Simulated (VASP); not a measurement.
Band structure of Li2S (antifluorite). These are PBE GGA with D4 dispersion, VASP's PBE PAW potentials (set 64) (plane waves; VASP) values and carry that method's errors.

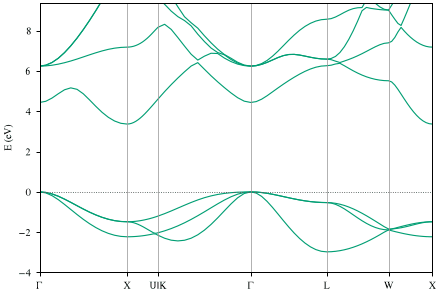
Figure: Bands along high-symmetry lines, zero at the valence-band maximum or, without a gap, the Fermi level

Q: Read the plot: is there a gap, and where are the band edges?

A: The gap is indirect, 3.37 eV, from the valence maximum at Γ to the conduction minimum at X. (Edges off the drawn lines would not show.)

The compound is Li2S in the antifluorite structure. It was relaxed first.
